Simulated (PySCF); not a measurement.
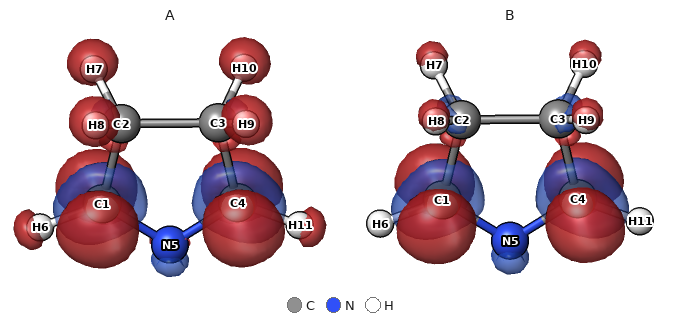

Figure 1: C₄H₆N, doublet, SMILES `[CH]1CCC=N1`. The two Fukui functions at ±0.04 e/Å³ (red positive, blue negative).

PySCF calculation, PBE0/6-311+G**, gas phase; geometry: GFN2-xTB. No frequency check shows the geometry to be a minimum. GFN2-xTB doesn't know the spin state, so this open-shell geometry is rough.

Coordinates in Å:

```
C1       0.5101   -1.0789   -0.0001
C2      -0.9569   -0.7568    0.0004
C3      -0.9394    0.7783   -0.0003
C4       0.5346    1.0669    0.0000
N5       1.2813   -0.0141   -0.0001
H6       0.9225   -2.0701   -0.0005
H7      -1.4515   -1.1756   -0.8801
H8      -1.4502   -1.1772    0.8801
H9      -1.4242    1.2083    0.8802
H10     -1.4255    1.2069   -0.8799
H11      0.9695    2.0485    0.0004
```

### Why do the two look alike?

The electron leaves from or enters the same singly occupied orbital. A is f⁻, B is f⁺. f⁻ (Hirshfeld-condensed) is largest on C1 and C4 (0.21 each); the vertical ionisation energy is 7.45 eV (to the singlet cation, which needn't be its lowest state). f⁺ (Hirshfeld-condensed) is largest on C1 and C4 (0.22 each); the vertical electron affinity is −0.17 eV (to the singlet anion, which needn't be its lowest state; negative: at this level and geometry the extra electron isn't bound, and the finite basis holds it).

Cost of the run: 60 s on 1 thread of Arm Neoverse V2, with other jobs on the host, peak memory 0.65 GiB.
